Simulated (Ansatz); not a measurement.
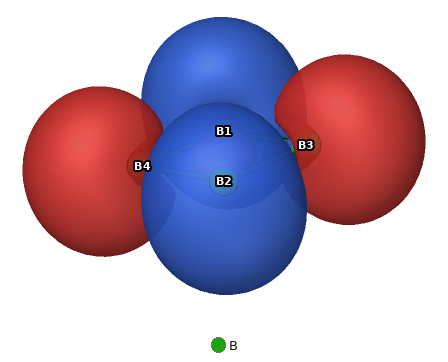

B4. The LUMO at ±0.08 Å⁻³ᐟ² (blue and red are the two phases), seen at an oblique angle.

Geometry: PBE-D4/def2-TZVP; not at a stationary point (largest force 0.6 eV/Å).

Level of theory: RKS PBE0-D4/def2-TZVP (Ansatz 0.2.0).

Question: Where does this orbital lie, and at what energy?

Answer: It lies mainly on B1 (about 30 %), B2 (about 30 %), B3 (about 20 %) and B4 (about 20 %); it is symmetric in the molecular plane (an in-plane orbital: σ, lone-pair or in-plane π type); it is gerade (even under inversion). Its energy is −3.34 eV.
